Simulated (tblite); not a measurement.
Run report: C₄H₁₂PSi₂, geometry relaxation (part 2 of 2)

C₄H₁₂PSi₂, multiplicity 2; GFN2-xTB geometry optimisation, gas phase (tblite 0.8.0). It belongs to a series of runs on one base structure; here: H removed from Si.

Geometry of the input (Å):
```
C  0.1107  2.2863  -0.2969
Si -0.3084  0.8533  -1.4343
C  -1.8181  0.0492  -0.6455
C  -1.3385  -0.5311  0.6206
C  -0.2992  -1.5765  0.4021
Si 1.0086  -0.8541  -0.7456
P  2.8010  -0.1838  0.2971
H  0.0807  1.9246  0.7618
H  1.1112  2.6967  -0.4773
H  -0.6757  3.0841  -0.3519
H  -2.5333  0.8843  -0.4083
H  -2.3312  -0.6461  -1.3306
H  -2.2195  -1.0541  1.1064
H  -1.0058  0.2751  1.2853
H  0.2342  -1.7233  1.3674
H  -0.6730  -2.5461  0.0590
H  1.2505  -1.7734  -1.8437
H  2.6644  -0.1447  1.7398
H  3.9317  -1.0109  -0.1127
```

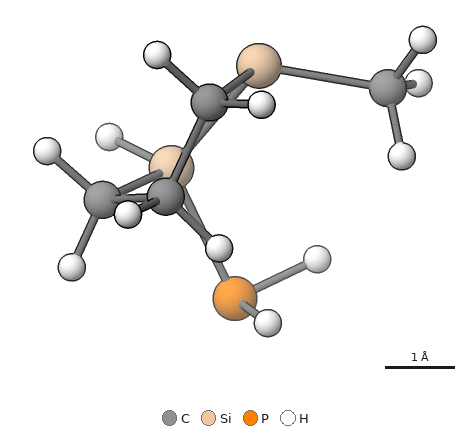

Figure 1. The geometry at step 191 of the log (ball-and-stick view, seen at a tilt).

Trajectory as extended XYZ, continued
```
19
Properties=species:S:1:pos:R:3:forces:R:3 step=120 energy=-560.00581
C     0.0319    2.6199   -0.5423    0.0080   0.0270  -0.0120
Si   -0.3599    0.9190   -1.3320    0.0010   0.0230   0.0090
C    -1.8001    0.1142   -0.3256    0.0180   0.0110  -0.0110
C    -1.1549   -0.7497    0.7575   -0.0040   0.0080   0.0070
C    -0.1768   -1.7446    0.1355   -0.0050   0.0010  -0.0040
Si    1.1538   -0.7832   -0.8667    0.0130  -0.0390  -0.0090
P     2.9662   -0.3546    0.4237    0.0060   0.0180  -0.0180
H     0.1859    2.5211    0.5304   -0.0020  -0.0080   0.0220
H     0.9381    3.0427   -0.9646    0.0230  -0.0080  -0.0080
H    -0.7647    3.3413   -0.6947   -0.0410  -0.0010  -0.0060
H    -2.4783    0.8429    0.1186    0.0300   0.0150   0.0310
H    -2.4050   -0.5304   -0.9640   -0.0310   0.0050  -0.0280
H    -1.9239   -1.2831    1.3255   -0.0190  -0.0150  -0.0160
H    -0.6244   -0.1068    1.4684    0.0120  -0.0200   0.0030
H     0.2648   -2.3722    0.9094   -0.0050  -0.0110   0.0420
H    -0.7267   -2.4050   -0.5347   -0.0170  -0.0480  -0.0050
H     1.6425   -1.6448   -1.9579    0.0210   0.0250   0.0290
H     2.2242    0.1767    1.4648    0.0030   0.0390  -0.0070
H     2.9974   -1.5940    1.0413   -0.0110  -0.0210  -0.0170
19
Properties=species:S:1:pos:R:3:forces:R:3 step=143 energy=-560.02211
C     0.0474    2.6404   -0.5573    0.0080  -0.0180   0.0130
Si   -0.3296    0.9057   -1.2862    0.0140   0.0210   0.0070
C    -1.7768    0.1313   -0.2653    0.0200   0.0260  -0.0130
C    -1.1756   -0.8414    0.7496   -0.0100   0.0110  -0.0050
C    -0.1954   -1.8102    0.0895   -0.0180   0.0000   0.0040
Si    1.1622   -0.8229   -0.8499    0.0080   0.0240   0.0150
P     3.0083   -0.4418    0.4033   -0.0260   0.0250   0.0380
H     0.2244    2.5826    0.5164   -0.0230  -0.0070  -0.0210
H     0.9371    3.0693   -1.0102   -0.0300  -0.0120  -0.0080
H    -0.7753    3.3324   -0.7199    0.0330  -0.0160   0.0060
H    -2.3657    0.8867    0.2546   -0.0380   0.0100   0.0100
H    -2.4634   -0.4157   -0.9122    0.0000   0.0020  -0.0240
H    -1.9765   -1.4048    1.2395    0.0080   0.0100   0.0320
H    -0.6587   -0.2700    1.5276    0.0280  -0.0360   0.0070
H     0.2197   -2.4821    0.8415    0.0120  -0.0010   0.0060
H    -0.7396   -2.4309   -0.6230    0.0000  -0.0210  -0.0090
H     1.6601   -1.6521   -1.9589    0.0060   0.0020  -0.0160
H     2.4030    0.4894    1.2347    0.0210  -0.0220  -0.0410
H     2.7846   -1.4569    1.3187   -0.0150   0.0010  -0.0010
19
Properties=species:S:1:pos:R:3:forces:R:3 step=167 energy=-560.04419
C     0.0899    2.6080   -0.5023   -0.0250   0.0050  -0.0050
Si   -0.3472    0.9018   -1.2652   -0.0040   0.0070   0.0260
C    -1.7803    0.1114   -0.2347   -0.0250   0.0070   0.0090
C    -1.1532   -0.8905    0.7351   -0.0240   0.0250   0.0190
C    -0.2094   -1.8548    0.0198   -0.0090   0.0190   0.0270
Si    1.1518   -0.8396   -0.8843   -0.0240   0.0040   0.0280
P     2.9474   -0.5680    0.4666   -0.0250   0.0140   0.1000
H     0.2817    2.5251    0.5665    0.0130  -0.0200  -0.0100
H     0.9796    3.0203   -0.9694    0.0160  -0.0130   0.0160
H    -0.7084    3.3329   -0.6323   -0.0280  -0.0180  -0.0130
H    -2.3663    0.8416    0.3258    0.0300   0.0320  -0.0310
H    -2.4816   -0.4191   -0.8821    0.0360   0.0130  -0.0090
H    -1.9429   -1.4452    1.2536    0.0270  -0.0210  -0.0080
H    -0.5895   -0.3455    1.5004   -0.0070  -0.0060   0.0160
H     0.2127   -2.5478    0.7486    0.0160  -0.0430  -0.0440
H    -0.7750   -2.4461   -0.7013    0.0240  -0.0030   0.0100
H     1.6837   -1.6166   -2.0144   -0.0180  -0.0090  -0.0130
H     2.6266    0.7279    0.8429    0.0320  -0.0350  -0.0300
H     2.3705   -1.0865    1.6193   -0.0050   0.0410  -0.0880
19
Properties=species:S:1:pos:R:3:forces:R:3 step=191 energy=-560.08913
C     0.1209    2.5635   -0.4233   -0.0120  -0.0020   0.0180
Si   -0.3316    0.8849   -1.2333   -0.0070   0.0030  -0.0210
C    -1.7624    0.1031   -0.1925    0.0080  -0.0220   0.0190
C    -1.1579   -0.9620    0.7261   -0.0040  -0.0060   0.0080
C    -0.2336   -1.9061   -0.0403   -0.0080   0.0150  -0.0010
Si    1.1491   -0.8714   -0.8774   -0.0130   0.0060   0.0290
P     2.7919   -0.6525    0.6546   -0.0030  -0.0320   0.0220
H     0.2427    2.4452    0.6513   -0.0050   0.0080   0.0450
H     1.0509    2.9662   -0.8138   -0.0180  -0.0250  -0.0440
H    -0.6546    3.3057   -0.5869    0.0020   0.0280   0.0070
H    -2.2999    0.8455    0.3995    0.0020  -0.0190   0.0040
H    -2.4993   -0.3795   -0.8365    0.0070   0.0280  -0.0300
H    -1.9591   -1.5297    1.2119    0.0100   0.0000  -0.0090
H    -0.5836   -0.4784    1.5253   -0.0240   0.0140  -0.0270
H     0.1681   -2.6595    0.6385    0.0070   0.0130  -0.0180
H    -0.8036   -2.4331   -0.8060   -0.0200  -0.0170   0.0200
H     1.7294   -1.6312   -1.9931    0.0320  -0.0040  -0.0100
H     3.0986    0.6574    0.3279   -0.0040  -0.0140  -0.0140
H     1.9240   -0.2587    1.6606    0.0500   0.0240   0.0000
19
Properties=species:S:1:pos:R:3:forces:R:3 step=215 energy=-560.10772
C     0.1330    2.5294   -0.3177   -0.0080   0.0160   0.0050
Si   -0.3324    0.8928   -1.2046    0.0210  -0.0050   0.0120
C    -1.8116    0.0866   -0.2583   -0.0010  -0.0060   0.0050
C    -1.2481   -0.9662    0.7001   -0.0030   0.0060   0.0040
C    -0.2704   -1.9077   -0.0008   -0.0160  -0.0020   0.0110
Si    1.1298   -0.8728   -0.8050   -0.0020  -0.0150   0.0100
P     2.7865   -0.6422    0.7113    0.0060   0.0130  -0.0140
H     0.2170    2.3802    0.7576   -0.0100  -0.0130   0.0020
H     1.0901    2.9004   -0.6729   -0.0020   0.0100  -0.0080
H    -0.6031    3.3106   -0.4827   -0.0100   0.0030  -0.0050
H    -2.4006    0.8151    0.3013    0.0020  -0.0090  -0.0160
H    -2.4941   -0.4021   -0.9563    0.0120   0.0050   0.0130
H    -2.0702   -1.5386    1.1433    0.0140  -0.0020  -0.0050
H    -0.7281   -0.4654    1.5241    0.0010   0.0020  -0.0060
H     0.1165   -2.6364    0.7122   -0.0010   0.0150   0.0080
H    -0.7998   -2.4689   -0.7716    0.0070   0.0110  -0.0120
H     1.7458   -1.6418   -1.8996   -0.0080   0.0100   0.0010
H     3.4161    0.3668    0.0033    0.0070  -0.0250   0.0050
H     2.1139    0.2692    1.5088   -0.0100  -0.0140  -0.0100
19
Properties=species:S:1:pos:R:3:forces:R:3 step=239 energy=-560.11253
C     0.0746    2.5582   -0.2814   -0.0010   0.0040   0.0050
Si   -0.2944    0.9044   -1.1818   -0.0010   0.0050  -0.0050
C    -1.8109    0.0895   -0.3075    0.0030  -0.0050   0.0000
C    -1.2810   -0.9375    0.6952    0.0020  -0.0030   0.0020
C    -0.2812   -1.8918    0.0456   -0.0020   0.0010   0.0040
Si    1.1385   -0.8753   -0.7454    0.0030   0.0040   0.0010
P     2.8220   -0.7262    0.7497   -0.0020  -0.0100  -0.0030
H     0.1244    2.4083    0.7959   -0.0020  -0.0030   0.0080
H     1.0247    2.9763   -0.6004    0.0020   0.0000  -0.0080
H    -0.6921    3.3034   -0.4726   -0.0050   0.0000  -0.0040
H    -2.4431    0.8156    0.2047    0.0010   0.0020   0.0020
H    -2.4445   -0.4247   -1.0317   -0.0020   0.0020  -0.0080
H    -2.1163   -1.5021    1.1227    0.0050  -0.0040   0.0000
H    -0.7888   -0.4174    1.5241   -0.0010   0.0020  -0.0020
H     0.0868   -2.6022    0.7862   -0.0040   0.0000   0.0090
H    -0.7858   -2.4702   -0.7289   -0.0050   0.0020   0.0000
H     1.7076   -1.6310   -1.8750    0.0030   0.0000  -0.0020
H     3.6182    0.0291   -0.0909    0.0080   0.0060  -0.0090
H     2.3314    0.4028    1.3840   -0.0030  -0.0030   0.0110
19
Properties=species:S:1:pos:R:3:forces:R:3 step=263 energy=-560.11368
C     0.0678    2.5700   -0.2957   -0.0030   0.0020   0.0010
Si   -0.2885    0.9070   -1.1847    0.0050   0.0010   0.0000
C    -1.8048    0.0915   -0.3110   -0.0010  -0.0030  -0.0020
C    -1.2726   -0.9265    0.6993   -0.0010  -0.0020  -0.0010
C    -0.2755   -1.8864    0.0546    0.0030   0.0000   0.0020
Si    1.1411   -0.8776   -0.7538    0.0020   0.0020  -0.0060
P     2.8527   -0.7719    0.7120    0.0030  -0.0030  -0.0050
H     0.1396    2.4253    0.7811    0.0030   0.0000  -0.0010
H     1.0033    3.0050   -0.6349    0.0010  -0.0040   0.0030
H    -0.7168    3.2993   -0.4759   -0.0020  -0.0020  -0.0020
H    -2.4435    0.8166    0.1946    0.0030   0.0030  -0.0010
H    -2.4315   -0.4297   -1.0364   -0.0060  -0.0020   0.0030
H    -2.1054   -1.4890    1.1344   -0.0040   0.0020   0.0000
H    -0.7788   -0.3980    1.5220   -0.0020  -0.0030  -0.0020
H     0.0962   -2.5883    0.8017    0.0010  -0.0020   0.0010
H    -0.7848   -2.4734   -0.7105    0.0020   0.0030   0.0020
H     1.6886   -1.6290   -1.8979   -0.0050   0.0040   0.0040
H     3.5848    0.1029   -0.0701    0.0030   0.0000   0.0010
H     2.3184    0.2612    1.4637   -0.0030   0.0040   0.0040
```

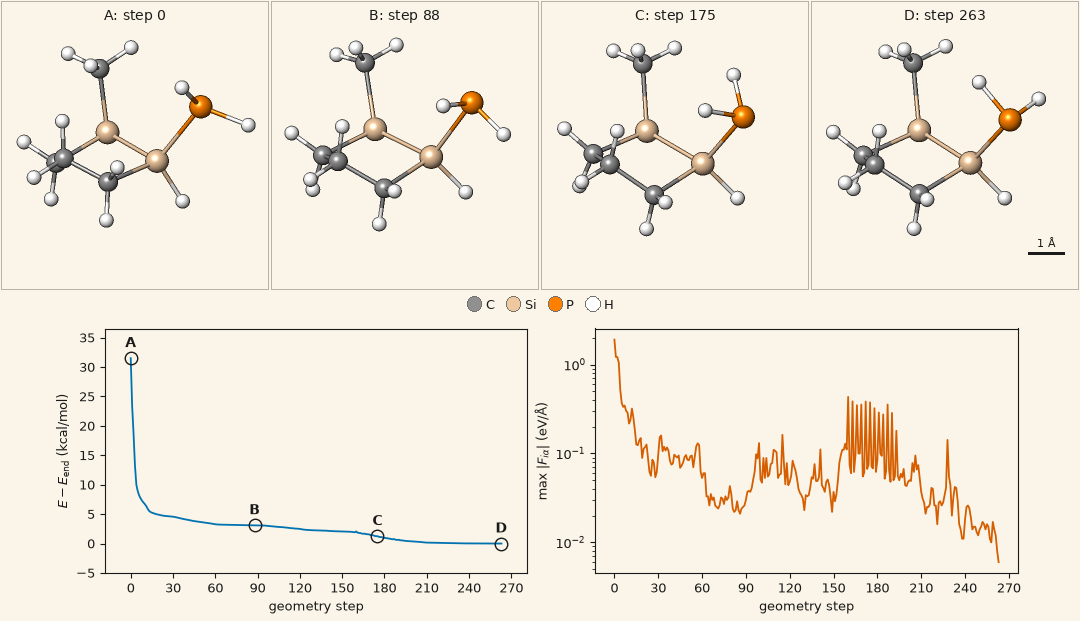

Figure 2. Frames of the relaxation (ball-and-stick view, seen at a tilt) above the curves, on which the letters mark them (steps are counted from 0).

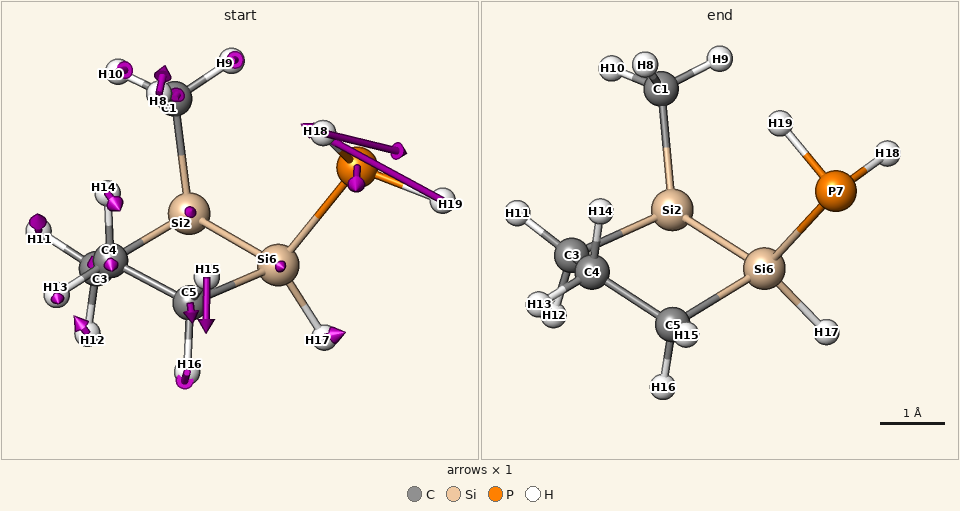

Figure 3. Before (left) and after (right) the relaxation, at one scale (ball-and-stick view, seen at a tilt). The pink arrows give the displacements, at true length. The atom that moves furthest after the best rigid fit is H19 (2.63 Å). Largest moves by element: H 2.63 Å, P 0.87 Å, C 0.35 Å, Si 0.20 Å. Distances before and after: Si6–P7 2.179 → 2.256 Å, P7–H19 1.460 → 1.385 Å, P7–H18 1.450 → 1.383 Å, Si2–Si6 2.264 → 2.327 Å. Among the angles that change: Si6–P7–H18 114.0° → 93.7°, H18–P7–H19 111.6° → 92.3°, Si6–P7–H19 109.2° → 95.4°. Over 263 geometry steps the energy falls by 31.5 kcal/mol. Largest force component: 1.9 eV/Å at the start, 0.006 eV/Å at the end. (Atoms are counted from 1 in the order of the input.)
